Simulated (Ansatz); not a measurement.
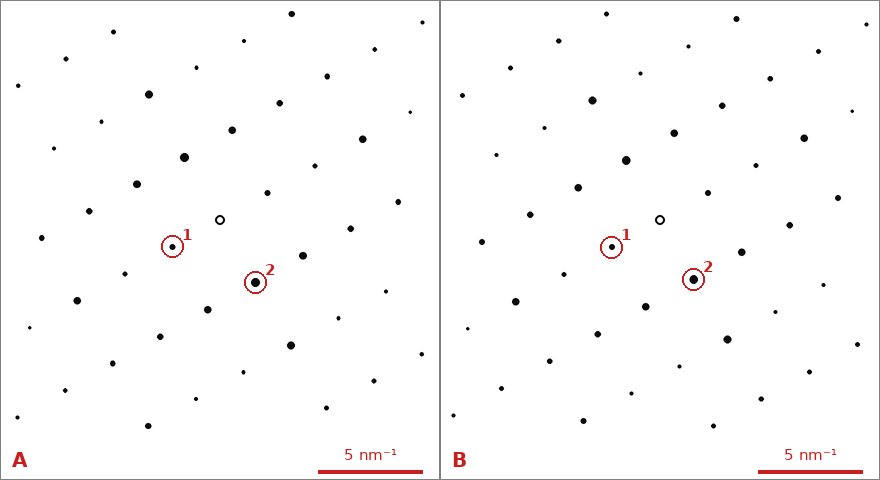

Kinematic electron diffraction patterns (200 kV, B = 0.5 Å², same scale) along [010] of the run's own cell, for the start and the end of one relaxation of Zn2F with DFT PBE, scalar-relativistic, plane waves, PAW (Ansatz 0.2.0). k mesh 12×12×16. The start is a generated model structure, and the relaxation ends in the nearest stationary point of its symmetry, not necessarily the ground state. Spot 1 is -1 0 0 and spot 2 is 0 0 1 in both.

Start structure:

```
Zn F
1.0
     4.31060    0.00000    0.00000
    -2.15530    3.73309    0.00000
     0.00000    0.00000    3.00627
Zn F
2 1
Direct
  0.33333 0.66667 0.50000
  0.66667 0.33333 0.50000
  0.00000 0.00000 0.00000
```

Which pattern belongs to the start structure, and which to the relaxed one?

B is the start: its cell gives d(1) = 3.733 Å, d(2) = 3.006 Å and an angle of 90.0°. A is the relaxed structure, with d(1) = 3.770 Å (+1.0 %), d(2) = 2.863 Å (-4.8 %) and 90.0°.

Summarise the relaxation behind the change.

The volume changed by -2.9 % to 15.66 Å³ an atom; the fractional coordinates hardly changed; the space group stayed P6/mmm (No. 191); the free energy fell by 3.2 meV an atom. Relaxed cell: a = 4.354 Å, b = 4.354 Å, c = 2.863 Å, α = 90.00°, β = 90.00°, γ = 120.00°.
